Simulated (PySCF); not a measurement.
Geometry relaxation, with input and output: C₈H₁₃AlO (part 2 of 2)

C₈H₁₃AlO, SMILES C[O+](C)[AlH2-][c]1ccccc1; PBE0-D3(BJ)/def2-SVP geometry optimisation, gas phase (PySCF 2.14.0). It belongs to a series of runs on one base structure; here: H on Al replaced by Ph.

## Trajectory as extended XYZ, continued
```
23
Properties=species:S:1:pos:R:3:forces:R:3 step=8 energy=-17127.04450
C    -2.0097   -1.0362   -0.0410   -0.0061   0.0095  -0.0021
O    -1.9728    0.3458   -0.3595   -0.0313  -0.0139  -0.0140
C    -2.9206    1.1387    0.3318    0.0119   0.0169   0.0010
Al   -0.5084    1.0552   -1.5290    0.0200  -0.0051   0.0315
C     1.0171    0.3011   -0.5141   -0.0187  -0.0066  -0.0020
C     1.8415   -0.7098   -1.0400   -0.0030   0.0051  -0.0114
C     2.8634   -1.2953   -0.2897   -0.0198   0.0069  -0.0074
C     3.0842   -0.8821    1.0232   -0.0003  -0.0051  -0.0068
C     2.2846    0.1199    1.5744    0.0257  -0.0110   0.0353
C     1.2702    0.6989    0.8124    0.0238   0.0084  -0.0275
H    -1.2150   -1.5282   -0.6147   -0.0015  -0.0050   0.0045
H    -2.9898   -1.4585   -0.3145    0.0049   0.0032  -0.0032
H    -1.8212   -1.1805    1.0344    0.0159  -0.0035  -0.0011
H    -3.9427    0.8119    0.0814   -0.0011  -0.0002   0.0011
H    -2.7683    2.1759    0.0111   -0.0073   0.0000  -0.0055
H    -2.7596    1.0584    1.4194   -0.0030  -0.0035  -0.0016
H    -0.8603    2.6099   -1.3478    0.0016  -0.0010   0.0058
H    -0.8195    0.3236   -2.9215    0.0020  -0.0031  -0.0051
H     1.6822   -1.0532   -2.0683   -0.0014  -0.0044   0.0007
H     3.4881   -2.0776   -0.7303   -0.0009   0.0046   0.0073
H     3.8804   -1.3397    1.6167   -0.0013   0.0102   0.0009
H     2.4599    0.4510    2.6022   -0.0101   0.0051  -0.0063
H     0.6648    1.4925    1.2667    0.0000  -0.0075   0.0058
23
Properties=species:S:1:pos:R:3:forces:R:3 step=9 energy=-17127.04560
C    -2.0066   -1.0356   -0.0389   -0.0363   0.0262   0.0103
O    -1.9841    0.3454   -0.3643    0.0178  -0.0081  -0.0207
C    -2.9464    1.1334    0.3122    0.0005   0.0014   0.0116
Al   -0.5041    1.0683   -1.5079   -0.0023   0.0119   0.0151
C     1.0207    0.3072   -0.5002   -0.0322  -0.0111  -0.0018
C     1.8254   -0.7160   -1.0331    0.0103   0.0112   0.0302
C     2.8502   -1.3083   -0.2920    0.0075  -0.0182  -0.0265
C     3.0952   -0.8923    1.0155   -0.0317   0.0261  -0.0178
C     2.3140    0.1216    1.5717    0.0302  -0.0058   0.0381
C     1.2967    0.7093    0.8207    0.0113  -0.0108  -0.0397
H    -1.2016   -1.5211   -0.6030    0.0084  -0.0060  -0.0047
H    -2.9793   -1.4708   -0.3186    0.0056   0.0017   0.0001
H    -1.8250   -1.1724    1.0388    0.0129  -0.0036  -0.0007
H    -3.9623    0.7933    0.0548   -0.0045  -0.0012  -0.0002
H    -2.8030    2.1700   -0.0146   -0.0011  -0.0045  -0.0065
H    -2.7955    1.0633    1.4020   -0.0016  -0.0031  -0.0020
H    -0.8537    2.6214   -1.3085   -0.0039  -0.0010   0.0031
H    -0.8081    0.3534   -2.9112    0.0070  -0.0009  -0.0018
H     1.6490   -1.0629   -2.0576   -0.0014  -0.0001   0.0065
H     3.4609   -2.0986   -0.7371    0.0041  -0.0073   0.0012
H     3.8952   -1.3540    1.6002   -0.0002   0.0008  -0.0011
H     2.5059    0.4562    2.5949   -0.0044   0.0068   0.0068
H     0.7054    1.5107    1.2796    0.0040  -0.0045   0.0006
23
Properties=species:S:1:pos:R:3:forces:R:3 step=10 energy=-17127.04647
C    -1.9982   -1.0308   -0.0352   -0.0081   0.0048  -0.0120
O    -1.9955    0.3467   -0.3746    0.0171  -0.0233   0.0241
C    -2.9822    1.1175    0.2858   -0.0053   0.0328  -0.0024
Al   -0.4972    1.0978   -1.4785   -0.0194   0.0166  -0.0119
C     1.0253    0.3173   -0.4847   -0.0123  -0.0268   0.0238
C     1.7982   -0.7286   -1.0206    0.0180  -0.0041   0.0178
C     2.8249   -1.3343   -0.2930    0.0139  -0.0200  -0.0246
C     3.1057   -0.9096    1.0045   -0.0417   0.0436  -0.0155
C     2.3572    0.1267    1.5640    0.0204  -0.0076   0.0101
C     1.3378    0.7269    0.8254   -0.0104   0.0091  -0.0115
H    -1.1796   -1.5083   -0.5860    0.0101  -0.0130  -0.0091
H    -2.9606   -1.4851   -0.3202    0.0034   0.0026   0.0039
H    -1.8237   -1.1545    1.0453    0.0046   0.0001  -0.0008
H    -3.9872    0.7525    0.0200   -0.0020  -0.0015  -0.0024
H    -2.8588    2.1546   -0.0476   -0.0034   0.0014   0.0010
H    -2.8426    1.0591    1.3778    0.0026  -0.0016  -0.0037
H    -0.8474    2.6459   -1.2429   -0.0052  -0.0040   0.0032
H    -0.7888    0.4170   -2.9016    0.0093   0.0026   0.0010
H     1.5952   -1.0828   -2.0378    0.0004   0.0005   0.0042
H     3.4108   -2.1416   -0.7408    0.0024  -0.0117  -0.0061
H     3.9085   -1.3800    1.5782    0.0012  -0.0078  -0.0031
H     2.5750    0.4701    2.5790    0.0013   0.0051   0.0119
H     0.7722    1.5449    1.2870    0.0031   0.0026   0.0018
23
Properties=species:S:1:pos:R:3:forces:R:3 step=11 energy=-17127.04705
C    -1.9910   -1.0311   -0.0374   -0.0159   0.0042   0.0008
O    -2.0017    0.3460   -0.3779    0.0390  -0.0002   0.0067
C    -3.0004    1.1113    0.2716   -0.0137  -0.0050   0.0019
Al   -0.4952    1.1149   -1.4580   -0.0209   0.0133  -0.0137
C     1.0247    0.3213   -0.4708   -0.0152  -0.0139   0.0120
C     1.7761   -0.7386   -1.0106    0.0125   0.0015   0.0197
C     2.8057   -1.3517   -0.2941    0.0043  -0.0067  -0.0079
C     3.1105   -0.9180    0.9952   -0.0078   0.0182   0.0018
C     2.3852    0.1324    1.5585   -0.0005  -0.0011  -0.0053
C     1.3615    0.7390    0.8307    0.0006  -0.0009  -0.0155
H    -1.1664   -1.5017   -0.5858    0.0013  -0.0003  -0.0079
H    -2.9480   -1.4953   -0.3238   -0.0012   0.0011   0.0054
H    -1.8163   -1.1526    1.0434   -0.0015   0.0000   0.0001
H    -3.9998    0.7346    0.0007   -0.0003  -0.0003  -0.0011
H    -2.8852    2.1478   -0.0664    0.0037  -0.0015   0.0013
H    -2.8679    1.0597    1.3648    0.0021   0.0009  -0.0006
H    -0.8478    2.6587   -1.1991   -0.0027  -0.0014   0.0008
H    -0.7764    0.4563   -2.8935    0.0079   0.0032  -0.0001
H     1.5536   -1.0974   -2.0221   -0.0012   0.0039   0.0032
H     3.3748   -2.1705   -0.7428    0.0011  -0.0066  -0.0036
H     3.9161   -1.3938    1.5605    0.0021  -0.0071  -0.0019
H     2.6230    0.4819    2.5669    0.0059  -0.0014   0.0073
H     0.8138    1.5684    1.2935    0.0004   0.0002  -0.0033
23
Properties=species:S:1:pos:R:3:forces:R:3 step=12 energy=-17127.04737
C    -1.9977   -1.0323   -0.0440   -0.0010  -0.0035  -0.0027
O    -2.0046    0.3463   -0.3781    0.0234   0.0051   0.0077
C    -3.0045    1.1098    0.2721   -0.0098  -0.0079  -0.0025
Al   -0.4952    1.1200   -1.4496   -0.0067   0.0033  -0.0067
C     1.0231    0.3189   -0.4647   -0.0010  -0.0052   0.0051
C     1.7678   -0.7460   -1.0041   -0.0027  -0.0046  -0.0011
C     2.8009   -1.3591   -0.2930    0.0006   0.0031   0.0032
C     3.1174   -0.9178    0.9909    0.0083  -0.0049   0.0072
C     2.4005    0.1381    1.5542   -0.0095   0.0034  -0.0108
C     1.3723    0.7432    0.8310    0.0025   0.0073   0.0025
H    -1.1768   -1.5035   -0.5978   -0.0050   0.0035  -0.0029
H    -2.9574   -1.4915   -0.3292   -0.0031  -0.0005   0.0035
H    -1.8196   -1.1597    1.0355   -0.0024   0.0007  -0.0001
H    -4.0034    0.7343   -0.0026    0.0015   0.0007   0.0001
H    -2.8881    2.1473   -0.0621    0.0035   0.0001   0.0023
H    -2.8743    1.0542    1.3653    0.0009   0.0012   0.0012
H    -0.8456    2.6623   -1.1801   -0.0028   0.0000   0.0001
H    -0.7716    0.4721   -2.8907    0.0033   0.0021  -0.0003
H     1.5364   -1.1087   -2.0121   -0.0009   0.0007  -0.0013
H     3.3630   -2.1832   -0.7413   -0.0009   0.0008  -0.0013
H     3.9259   -1.3937    1.5523    0.0003  -0.0020  -0.0010
H     2.6483    0.4930    2.5586    0.0032  -0.0030  -0.0012
H     0.8319    1.5778    1.2928   -0.0016  -0.0003  -0.0010
23
Properties=species:S:1:pos:R:3:forces:R:3 step=13 energy=-17127.04762
C    -2.0036   -1.0341   -0.0533    0.0074  -0.0068  -0.0047
O    -2.0042    0.3470   -0.3760   -0.0014   0.0083   0.0077
C    -3.0023    1.1085    0.2798   -0.0007  -0.0064  -0.0042
Al   -0.4957    1.1251   -1.4443    0.0055  -0.0066   0.0011
C     1.0210    0.3170   -0.4618    0.0076   0.0060  -0.0058
C     1.7585   -0.7541   -0.9991   -0.0107  -0.0021  -0.0078
C     2.7940   -1.3668   -0.2914   -0.0024   0.0057   0.0100
C     3.1207   -0.9178    0.9875    0.0115  -0.0142   0.0010
C     2.4120    0.1447    1.5484   -0.0094   0.0036  -0.0054
C     1.3809    0.7489    0.8283    0.0056   0.0043   0.0094
H    -1.1903   -1.5060   -0.6177   -0.0056   0.0026   0.0002
H    -2.9685   -1.4848   -0.3345   -0.0020  -0.0001   0.0010
H    -1.8180   -1.1717    1.0238   -0.0016   0.0008  -0.0001
H    -4.0020    0.7376    0.0024    0.0010   0.0013   0.0005
H    -2.8828    2.1480   -0.0470    0.0014   0.0013   0.0024
H    -2.8718    1.0449    1.3725   -0.0006   0.0001   0.0017
H    -0.8448    2.6660   -1.1657   -0.0012   0.0006  -0.0001
H    -0.7698    0.4863   -2.8898   -0.0019   0.0000  -0.0007
H     1.5193   -1.1216   -2.0036    0.0001  -0.0006  -0.0024
H     3.3497   -2.1961   -0.7379   -0.0014   0.0035   0.0000
H     3.9310   -1.3937    1.5464   -0.0004   0.0018   0.0004
H     2.6687    0.5054    2.5486    0.0005  -0.0027  -0.0038
H     0.8470    1.5889    1.2879   -0.0012  -0.0003  -0.0002
```

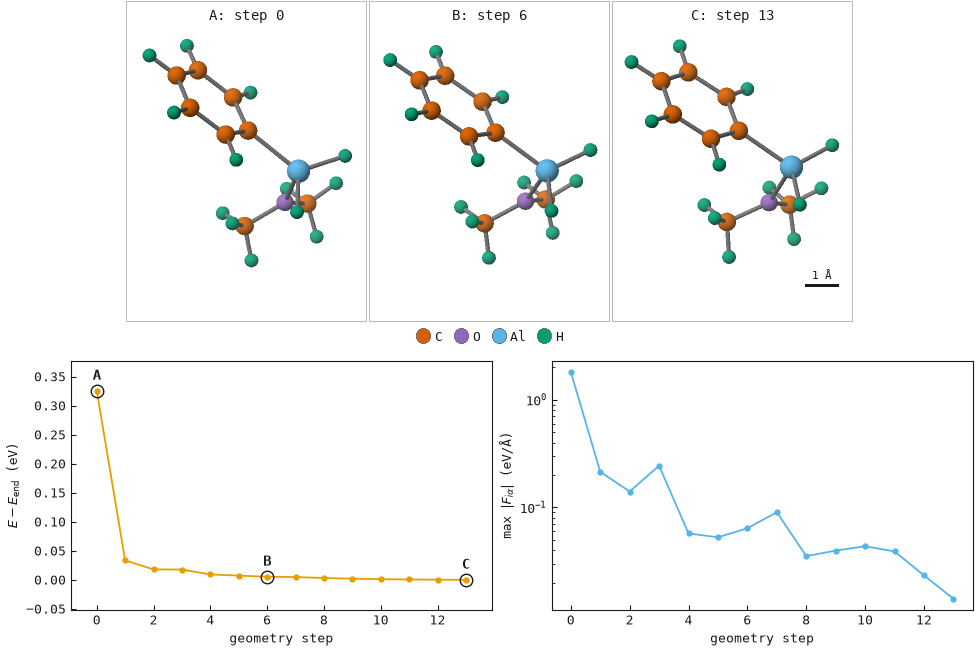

Figure 1. Frames of the relaxation (ball-and-stick view, seen at a tilt) above the curves, on which the letters mark them (steps are counted from 0).

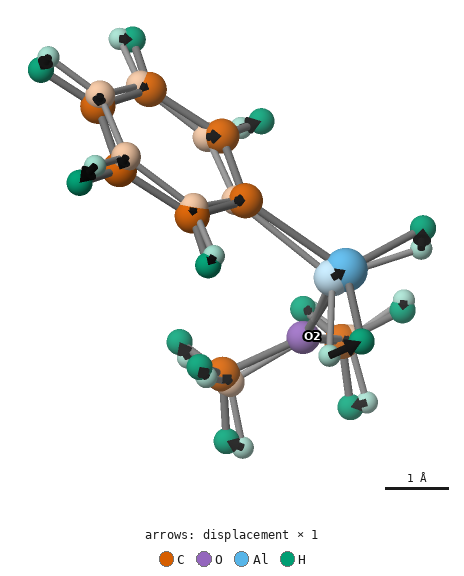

Figure 2. Start (faint) and end (solid) with the displacements as black arrows, at true length (ball-and-stick view, seen at a tilt). The two geometries are laid on each other by the best rigid fit. The energy falls by 0.326 eV in 13 geometry steps. Largest force component: 1.8 eV/Å at the start, 0.014 eV/Å at the end. The largest move after the best rigid fit is that of H18, 0.57 Å. By element the largest moves are H 0.57 Å, C 0.27 Å, Al 0.25 Å, O 0.08 Å. Among the contacts that change: O2–Al4 1.941 → 2.006 Å, C1–H11 1.057 → 1.097 Å, C7–H20 1.054 → 1.094 Å, C8–H21 1.055 → 1.093 Å. Among the angles that change: Al4–C5–C10 129.5° → 121.7°, Al4–C5–C6 114.2° → 121.5°, C3–O2–Al4 130.7° → 124.6°. (Atoms are counted from 1 in the order of the input.)

This output came from the following input.

## Input
```
{"job": {"xc": "PBE0", "basis": "def2-SVP", "d3": "d3bj", "grid": 1, "shake": 0.01, "kind": "geom"}, "charge": 0, "multiplicity": 1}
C     -2.173800    -1.006410    -0.120680
O     -2.049410     0.390660    -0.390560
C     -3.045670     1.204460     0.206980
Al    -0.483440     0.867900    -1.432900
C      1.012050     0.231730    -0.295610
C      1.869970    -0.658800    -0.928280
C      3.009330    -1.182670    -0.311590
C      3.320580    -0.795960     0.980100
C      2.479410     0.096030     1.671480
C      1.355660     0.596740     1.033160
H     -1.398410    -1.487610    -0.653080
H     -3.154590    -1.340910    -0.481520
H     -2.130360    -1.174720     0.936090
H     -4.038270     0.956820    -0.152240
H     -2.784660     2.222110    -0.053560
H     -3.006000     1.108400     1.310900
H     -0.909860     2.392830    -1.527120
H     -0.800560    -0.051340    -2.667320
H      1.628490    -0.963090    -1.943300
H      3.618390    -1.867740    -0.832130
H      4.168360    -1.197370     1.463470
H      2.726750     0.368060     2.656250
H      0.733700     1.314420     1.534300
```

The first line tells a small driver script what to run in PySCF; the rest is the geometry in Å.

Launched with:
```bash
OMP_NUM_THREADS=1 python <driver script> task.json out
```

## Results in brief

| quantity | value |
| --- | --- |
| outcome | converged |
| total energy | −629.407396 hartree |
| dipole moment | 5.18 D |
| point group | C1 |
| hardware | 1 CPU thread, shared host |
| wall time | 6.6 min |
| peak memory | 1 GiB |
